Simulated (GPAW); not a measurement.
**Run report: SiHOF2, geometry relaxation (part 5 of 5)**

The same run, continued: SiHOF2, multiplicity 2, SMILES [O][SiH](F)F; BLYP/real-space grid, UKS, dispersion D3(BJ), scalar-relativistic datasets (GPAW 26.7.0). The atoms were displaced at random from an optimised geometry.

Geometry of the input (Å):
```
O  0.0000  0.0000  0.0000
Si 1.4743  0.0000  0.0000
F  2.3356  1.3087  0.0000
F  2.5152  -1.1340  0.7382
H  1.5642  -0.5177  -1.5482
```

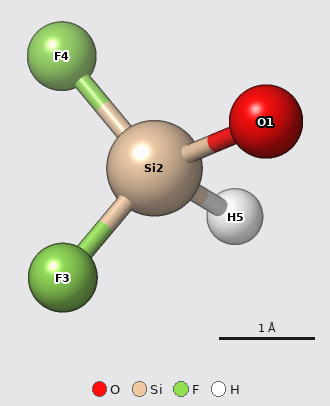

Figure 1. The geometry at step 17 of the log (ball-and-stick view, seen at a tilt; atoms are numbered from 1 in the order of the input).

### Trajectory as extended XYZ, continued
```
5
Properties=species:S:1:pos:R:3:forces:R:3 step=12 energy=-25.12914
O     4.9600    6.1174    6.6576    0.0645   0.0033   0.0378
Si    6.5915    6.0653    6.3933    0.1725   0.0581   0.0445
F     7.3510    7.4782    6.5700   -0.1000  -0.0818  -0.0252
F     7.4097    5.0430    7.3360   -0.1195   0.0933  -0.0794
H     6.5855    5.6220    4.9684    0.0139   0.0076   0.0700
5
Properties=species:S:1:pos:R:3:forces:R:3 step=13 energy=-25.13000
O     4.9623    6.1172    6.6611    0.0545   0.0071   0.0318
Si    6.5936    6.0654    6.3907    0.0923   0.0481   0.0441
F     7.3499    7.4777    6.5699   -0.0579  -0.0284  -0.0266
F     7.4061    5.0446    7.3366   -0.0499   0.0226  -0.0510
H     6.5866    5.6220    4.9674    0.0204   0.0041   0.0539
5
Properties=species:S:1:pos:R:3:forces:R:3 step=14 energy=-25.13045
O     4.9649    6.1172    6.6627    0.0382   0.0110   0.0308
Si    6.5958    6.0665    6.3904    0.0024   0.0110   0.0183
F     7.3483    7.4773    6.5696    0.0064   0.0535  -0.0163
F     7.4042    5.0454    7.3355    0.0146  -0.0360  -0.0025
H     6.5872    5.6222    4.9692    0.0247  -0.0011   0.0257
5
Properties=species:S:1:pos:R:3:forces:R:3 step=15 energy=-25.13061
O     4.9659    6.1176    6.6644    0.0303   0.0092   0.0300
Si    6.5965    6.0668    6.3905   -0.0099   0.0055   0.0107
F     7.3480    7.4777    6.5686    0.0192   0.0667  -0.0084
F     7.4036    5.0453    7.3354    0.0298  -0.0440   0.0074
H     6.5885    5.6225    4.9698    0.0230  -0.0042   0.0196
5
Properties=species:S:1:pos:R:3:forces:R:3 step=16 energy=-25.13115
O     4.9703    6.1195    6.6717   -0.0018   0.0103   0.0282
Si    6.5992    6.0685    6.3915   -0.0235  -0.0046  -0.0083
F     7.3472    7.4809    6.5648    0.0585   0.0754   0.0077
F     7.4023    5.0439    7.3352    0.0648  -0.0372   0.0289
H     6.5943    5.6235    4.9724    0.0142  -0.0138   0.0020
5
Properties=species:S:1:pos:R:3:forces:R:3 step=17 energy=-25.13159
O     4.9738    6.1219    6.6802   -0.0307   0.0097  -0.0003
Si    6.6016    6.0698    6.3927   -0.0092   0.0029  -0.0132
F     7.3476    7.4847    6.5604    0.0634   0.0528   0.0071
F     7.4019    5.0423    7.3358    0.0724  -0.0064   0.0295
H     6.6011    5.6245    4.9744   -0.0041  -0.0232  -0.0040
5
Properties=species:S:1:pos:R:3:forces:R:3 step=19 energy=-25.13173
O     4.9729    6.1228    6.6794    0.0134   0.0057   0.0051
Si    6.6020    6.0707    6.3945    0.0194   0.0148   0.0003
F     7.3498    7.4869    6.5600    0.0106  -0.0164   0.0001
F     7.4057    5.0419    7.3358    0.0159   0.0529   0.0070
H     6.6010    5.6237    4.9760   -0.0051  -0.0178   0.0040
5
Properties=species:S:1:pos:R:3:forces:R:3 step=20 energy=-25.13195
O     4.9731    6.1232    6.6796    0.0277   0.0057   0.0022
Si    6.6026    6.0714    6.3946    0.0198   0.0097   0.0088
F     7.3511    7.4875    6.5600   -0.0109  -0.0301  -0.0054
F     7.4073    5.0431    7.3364    0.0049   0.0590  -0.0015
H     6.6008    5.6227    4.9763   -0.0028  -0.0134   0.0086
5
Properties=species:S:1:pos:R:3:forces:R:3 step=21 energy=-25.13215
O     4.9745    6.1243    6.6806    0.0420   0.0047  -0.0049
Si    6.6043    6.0731    6.3951    0.0131  -0.0056   0.0165
F     7.3537    7.4886    6.5597   -0.0413  -0.0331  -0.0140
F     7.4113    5.0468    7.3376   -0.0117   0.0280  -0.0092
H     6.6009    5.6206    4.9777    0.0001  -0.0057   0.0101
5
Properties=species:S:1:pos:R:3:forces:R:3 step=22 energy=-25.13221
O     4.9757    6.1247    6.6811    0.0238   0.0054  -0.0066
Si    6.6050    6.0735    6.3954    0.0072  -0.0125   0.0089
F     7.3535    7.4889    6.5594   -0.0285  -0.0204  -0.0125
F     7.4118    5.0473    7.3375   -0.0042   0.0137  -0.0003
H     6.6011    5.6202    4.9786    0.0000  -0.0059   0.0039
```

### Key numbers

```json
{"quantity": "outcome", "value": "converged"}
{"quantity": "energy relative to the program's reference atoms", "value": "−25.1322 eV"}
{"quantity": "dispersion energy", "value": "−0.005294 hartree"}
{"quantity": "largest force", "value": "0.037 eV/Å"}
{"quantity": "dipole moment", "value": "1.24 D"}
{"quantity": "wall time", "value": "21 min"}
{"quantity": "peak memory", "value": "1.7 GiB"}
```

Further notes kept with the run: datasets made with stock radii, not tested.
